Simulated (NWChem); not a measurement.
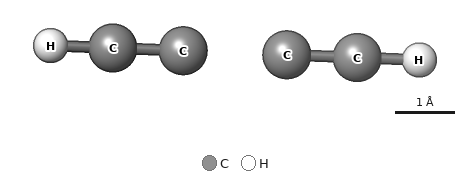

The structure (ball-and-stick view, seen at a tilt). Sticks are drawn by distance; a stretched bond gets none, so the picture shows separate pieces.

# C4H2: single-point calculation

System: C4H2.
Method: HF/STO-3G, RHF (NWChem 7.3.0).

A bond length was changed on purpose from its optimised value.

**Output**
```
Northwest Computational Chemistry Package (NWChem) 7.3.0
             --------------------------------------------------------

           Job information
           ---------------

    nwchem branch   = 7.3.0
    use scalapack   = T
    input           = mymol.nw
    prefix          = mymol.
    data base       = ./mymol.db
    status          = startup
    nproc           =        1

           Memory information
           ------------------

    heap     =     72089596 doubles =      550.0 Mbytes
    stack    =     72089601 doubles =      550.0 Mbytes
    global   =    144179200 doubles =     1100.0 Mbytes (distinct from heap & stack)
    total    =    288358397 doubles =     2200.0 Mbytes
    verify   = yes
    hardfail = no

           Directory information
           ---------------------

  0 permanent = .
  0 scratch   = .

                                NWChem Input Module
                                -------------------

                                      C4H2 hf
                                      -------

 Scaling coordinates for geometry "geometry" by  1.889725989
 (inverse scale =  0.529177249)

                             Geometry "geometry" -> ""
                             -------------------------

 Output coordinates in angstroms (scale by  1.889725989 to convert to a.u.)

  No.       Tag          Charge          X              Y              Z
 ---- ---------------- ---------- -------------- -------------- --------------
    1 C                    6.0000     1.72697600    -1.34127100     0.69935900
    2 C                    6.0000     0.82080600    -0.63761100     0.33237900
    3 C                    6.0000    -0.51308000     0.39835000    -0.20778000
    4 C                    6.0000    -1.41915000     1.10217000    -0.57471000
    5 H                    1.0000     2.52772600    -1.96301100     1.02361900
    6 H                    1.0000    -2.21977000     1.72412000    -0.89889000

      Atomic Mass
      -----------

      C                 12.000000
      H                  1.007825

 Effective nuclear repulsion energy (a.u.)      71.3539937546

            Nuclear Dipole moment (a.u.)
            ----------------------------
        X                 Y               Z
 ---------------- ---------------- ----------------
     7.5613001269    -5.8752771512     3.0617661720

            XYZ format geometry
            -------------------
     6
 geometry
 C                     1.72697600    -1.34127100     0.69935900
 C                     0.82080600    -0.63761100     0.33237900
 C                    -0.51308000     0.39835000    -0.20778000
 C                    -1.41915000     1.10217000    -0.57471000
 H                     2.52772600    -1.96301100     1.02361900
 H                    -2.21977000     1.72412000    -0.89889000

 ==============================================================================
                                internuclear distances
 ------------------------------------------------------------------------------
       center one      |      center two      | atomic units |  angstroms
 ------------------------------------------------------------------------------
    2 C                |   1 C                |     2.27628  |     1.20456
    4 C                |   3 C                |     2.27629  |     1.20456
    5 H                |   1 C                |     2.01139  |     1.06438
    6 H                |   4 C                |     2.01139  |     1.06438
 ------------------------------------------------------------------------------
                         number of included internuclear distances:          4
 ==============================================================================

 ==============================================================================
                                 internuclear angles
 ------------------------------------------------------------------------------
        center 1       |       center 2       |       center 3       |  degrees
 ------------------------------------------------------------------------------
    2 C                |   1 C                |   5 H                |   180.00
    3 C                |   4 C                |   6 H                |   180.00
 ------------------------------------------------------------------------------
                            number of included internuclear angles:          2
 ==============================================================================

 Summary of "ao basis" -> "" (spherical)
 ------------------------------------------------------------------------------
       Tag                 Description            Shells   Functions and Types
 ---------------- ------------------------------  ------  ---------------------
 *                           STO-3G                   on all atoms

                      Basis "ao basis" -> "ao basis" (spherical)
                      -----
  [basis functions not shown]

 Summary of "ao basis" -> "ao basis" (spherical)
 ------------------------------------------------------------------------------
       Tag                 Description            Shells   Functions and Types
 ---------------- ------------------------------  ------  ---------------------
 C                           STO-3G                  3        5   2s1p
 H                           STO-3G                  1        1   1s

                                 NWChem SCF Module
                                 -----------------

                                      C4H2 hf

  ao basis        = "ao basis"
  functions       =    22
  atoms           =     6
  closed shells   =    13
  open shells     =     0
  charge          =   0.00
  wavefunction    = RHF
  input vectors   = atomic
  output vectors  = ./mymol.movecs
  use symmetry    = F
  symmetry adapt  = F

 Summary of "ao basis" -> "ao basis" (spherical)
 ------------------------------------------------------------------------------
       Tag                 Description            Shells   Functions and Types
 ---------------- ------------------------------  ------  ---------------------
 C                           STO-3G                  3        5   2s1p
 H                           STO-3G                  1        1   1s

 Forming initial guess at       0.0s

      Superposition of Atomic Density Guess
      -------------------------------------

 Sum of atomic energies:        -149.64613694

      Non-variational initial energy
      ------------------------------

 Total energy =    -150.430689
 1-e energy   =    -345.520231
 2-e energy   =     123.735549
 HOMO         =      -0.136004
 LUMO         =       0.176041

 Starting SCF solution at       0.0s

 ----------------------------------------------
         Quadratically convergent ROHF

 Convergence threshold     :          1.000E-08
 Maximum no. of iterations :           80
 Final Fock-matrix accuracy:          1.000E-10
 ----------------------------------------------

              iter       energy          gnorm     gmax       time
             ----- ------------------- --------- --------- --------
                 1     -150.4813189767  5.27D-01  2.46D-01      0.0
                 2     -150.5113901130  2.11D-01  1.01D-01      0.1
                 3     -150.5151549508  6.44D-02  2.24D-02      0.1
                 4     -150.5156261106  1.88D-03  7.23D-04      0.1
                 5     -150.5156265827  1.02D-06  5.80D-07      0.2
                 6     -150.5156265827  6.22D-10  2.68D-10      0.3

       Final RHF  results
       ------------------

         Total SCF energy =   -150.515626582688
      One-electron energy =   -344.878909329756
      Two-electron energy =    123.009288992461
 Nuclear repulsion energy =     71.353993754607

        Time for solution =      0.3s

             Final eigenvalues
             -----------------

              1
    1  -11.0432
    2  -11.0427
    3  -11.0176
    4  -11.0176
    5   -0.9781
    6   -0.9523
    7   -0.7020
    8   -0.6673
    9   -0.5566
   10   -0.3923
   11   -0.3923
   12   -0.3341
   13   -0.3341
   14    0.3085
   15    0.3268
   16    0.3268
   17    0.4520
   18    0.4520
   19    0.6157
   20    0.6590
   21    1.3209
   22    1.4658

 center of mass
 --------------
 x =   0.29081301 y =  -0.22598223 z =   0.11775660

 moments of inertia (a.u.)
 ------------------
         223.066514612564         225.820428018434        -117.747326978779
         225.820428018434         338.445222197776          91.448463708819
        -117.747326978779          91.448463708819         466.145588932314

  Mulliken analysis of the total density
  --------------------------------------

    Atom       Charge   Shell Charges
 -----------   ------   -------------------------------------------------------
    1 C    6     6.11   1.99  1.10  3.01
    2 C    6     6.01   1.99  1.14  2.88
    3 C    6     6.01   1.99  1.14  2.88
    4 C    6     6.11   1.99  1.10  3.01
    5 H    1     0.88   0.88
    6 H    1     0.88   0.88

       Multipole analysis of the density wrt the origin
       ------------------------------------------------

     L   x y z        total         open         nuclear
     -   - - -        -----         ----         -------
     0   0 0 0     -0.000000      0.000000     26.000000

     1   1 0 0      0.000026      0.000000      7.561300
     1   0 1 0      0.000044      0.000000     -5.875277
     1   0 0 1      0.000017      0.000000      3.061766

     2   2 0 0    -12.372528      0.000000    167.544396
     2   1 1 0     -2.982713      0.000000   -130.124121
     2   1 0 1      1.555199      0.000000     67.848692
     2   0 2 0    -13.896566      0.000000    101.061494
     2   0 1 1     -1.207830      0.000000    -52.694996
     2   0 0 2    -15.583293      0.000000     27.475971

 Task  times  cpu:        0.3s     wall:        0.3s
 Total times  cpu:        0.3s     wall:        0.3s
```

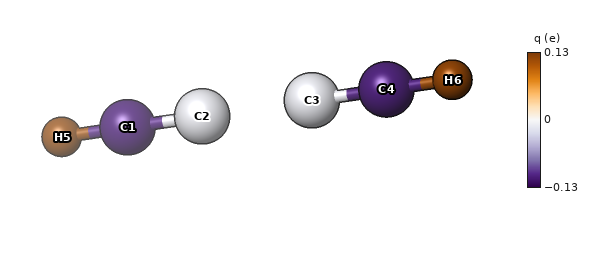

Mulliken charges, as the colour of each atom (ball-and-stick view, seen at a tilt; atoms are numbered from 1 in the order of the input; Mulliken charges depend strongly on the basis). By element: C −0.11 to −0.01 and H +0.12 e.

The run was set up as follows.

**Input**
```
start mymol
title "C4H2 hf"
memory 2200 mb

geometry noautosym nocenter noautoz
 C      1.726976    -1.341271     0.699359
 C      0.820806    -0.637611     0.332379
 C     -0.513080     0.398350    -0.207780
 C     -1.419150     1.102170    -0.574710
 H      2.527726    -1.963011     1.023619
 H     -2.219770     1.724120    -0.898890
end

basis spherical bse
 * library STO-3G
end

scf
 thresh 1e-08
 maxiter 80
 noprint "final vectors analysis"
end

task scf energy
```

Command:
```bash
nwchem mymol.nw > mymol.out
```

**Summary**

| quantity | value |
| --- | --- |
| outcome | converged |
| total energy | −150.515627 hartree |
| basis functions | 22 |
| SCF solution under orbital rotations | stable |
| dipole moment | 0.00 D |
| hardware | 1 thread of Intel Xeon (Granite Rapids), 12 GiB of memory available, shared host |
| wall time | 0.76 s |
| peak memory | 0.1 GiB |
